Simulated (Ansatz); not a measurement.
## A small benchmark: atomisation enthalpy at 298 K

8 molecules holding an element past argon; the atomisation enthalpy at 298 K in kJ/mol, computed less measured. Shapes, held fixed at every level: PBE0-D4/def2-TZVP. Thermal terms are harmonic and unscaled (PBE0-D4/def2-TZVP); the spin-orbit lowering of the free atoms is taken from their spectra. Programs: Ansatz 0.2.0. Measured values: Active Thermochemical Tables, CRC Handbook of Chemistry and Physics, NIST-JANAF tables.

Levels: A = HF/def2-SVP; B = B3LYP-D4/def2-TZVPP; C = B2PLYP/def2-TZVPP.

```
                       molecule  from tabulated heats     A    B    C
      ICl (iodine monochloride)                   211  -185  -20  -27
           H2Te (SMILES [TeH2])                   533  -201  +22   +9
SiBr4 (SMILES Br[Si](Br)(Br)Br)                  1313  -452  -48  -57
   CBrClF2 (SMILES FC(F)(Cl)Br)                  1551  -631  -33  -42
          CH2I2 (diiodomethane)                  1247  -457  -12  -25
       CHBr2F (SMILES FC(Br)Br)                  1417  -548  -24  -34
                CHI3 (iodoform)                  1004  -492   +3  -10
         SiH3I (SMILES [SiH3]I)                  1213  -320   -2  -16
```

Task: Sum up the errors.

Result: 
```
              level           kind  mean error  mean absolute error  worst case
        HF/def2-SVP   Hartree–Fock      -410.8                410.8     CBrClF2
B3LYP-D4/def2-TZVPP  global hybrid       -14.2                 20.5       SiBr4
  B2PLYP/def2-TZVPP  double hybrid       -25.2                 27.5       SiBr4
```

On this set B3LYP-D4/def2-TZVPP has the smallest mean absolute error and HF/def2-SVP the largest. HF/def2-SVP is too low in 8 of 8; B3LYP-D4/def2-TZVPP is too low in 6 of 8; B2PLYP/def2-TZVPP is too low in 7 of 8. The heats of H2Te, SiBr4 come from older tables and can be uncertain by 10 kJ/mol or more. The molecules' own spin-orbit binding is left out, so errors for heavy halides read too negative. Heats of the atoms come from ATcT where it has them. The levels differ in basis as well as in method. With so many references in doubt the order of the levels isn't settled. The tabulated values of CH2I2, CHI3, SiH3I are in doubt (older tables, estimates, or at odds with other calculations) and kept here. Over the 5 molecules whose values aren't doubted the mean absolute errors are A 403.4; B 29.4; C 33.8. For HF/def2-SVP the error tends to grow with the atomisation enthalpy. Hartree–Fock lacks correlation and underbinds. For atoms past krypton def2 sets carry core potentials with scalar relativity. Relativity is left out for Br. Outer-core shells of Br, I, Te are correlated, in sets that cover them unevenly. The set is small.

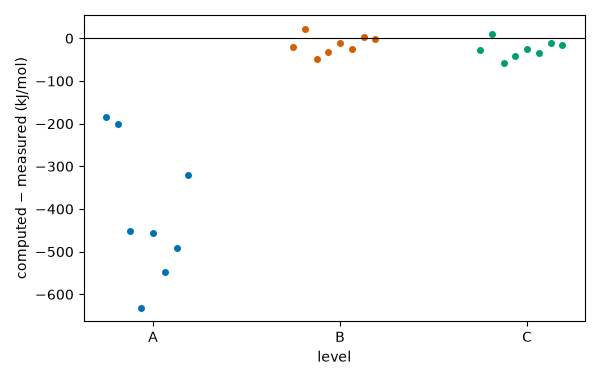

Errors of each level, one point a molecule.
